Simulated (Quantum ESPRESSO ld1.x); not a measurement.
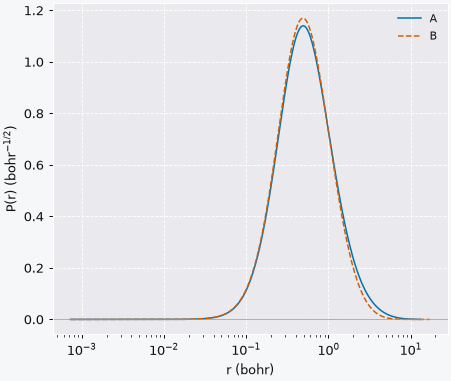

Atomic thulium (Tm) was computed in two configurations: [Xe] 4f12 6s2 6p1 (open shells shared over both j by 2j + 1); [Xe] 4f13 6s2 (open shells shared over both j by 2j + 1). The calculation used Quantum ESPRESSO ld1.x 7.5 at this level: Dirac Kohn-Sham, BLYP, spin-unpolarised, spherical densities, point nucleus.

The plot shows P(r) = r R(r) of the 4f5/2 orbital in both runs (large components where relativistic).

Which curve belongs to which run?

A is [Xe] 4f13 6s2 (open shells shared over both j by 2j + 1) (⟨r⟩ = 0.800 bohr, eigenvalue −3.55 eV); B is [Xe] 4f12 6s2 6p1 (open shells shared over both j by 2j + 1) (⟨r⟩ = 0.748 bohr, eigenvalue −13.2 eV). The orbital is smaller where the other electrons screen the nucleus less.
